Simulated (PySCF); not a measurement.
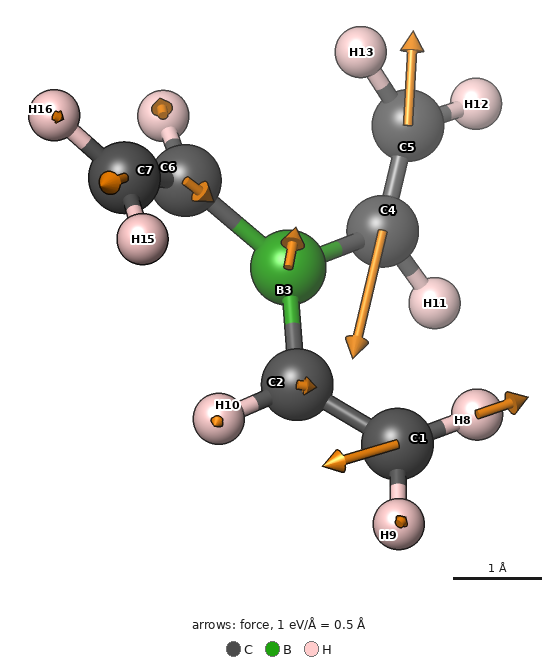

Starting geometry of C₆H₉B with the computed forces as orange arrows. Style: ball-and-stick. Shown at a tilt.

The start comes from GFN2-xTB. Its atoms were then displaced at random by about 0.01 Å.

The calculation used PBE0-D3(BJ)/def2-TZVP geometry optimisation, gas phase in PySCF 2.14.0, density-fitted response routines. 

Is this structure relaxed? If not, where do the atoms go?

It isn't relaxed: the largest force vector, on a C atom, is 3.26 eV/Å. The final displacements have little in common with the starting forces (cosine between the two patterns 0.03). The largest moves after the best rigid fit, 0.41 Å, are those of H atoms. Largest moves by element: H 0.41 Å, C 0.18 Å, B 0.17 Å. Some distances before and after: C–C 1.296 → 1.336 Å, B–C 1.592 → 1.555 Å, C–H 1.049 → 1.086 Å, C–H 1.072 → 1.089 Å. Among the angles between lasting bonds that change: B–C–H 115.4° → 119.8°, C–C–H 120.0° → 122.4°, C–C–H 118.4° → 116.1°. The energy falls by 3.72 kcal/mol in 10 geometry steps. The run took 3 min on 1 thread of AMD EPYC 9R45 96-Core Processor, with other jobs on the host.
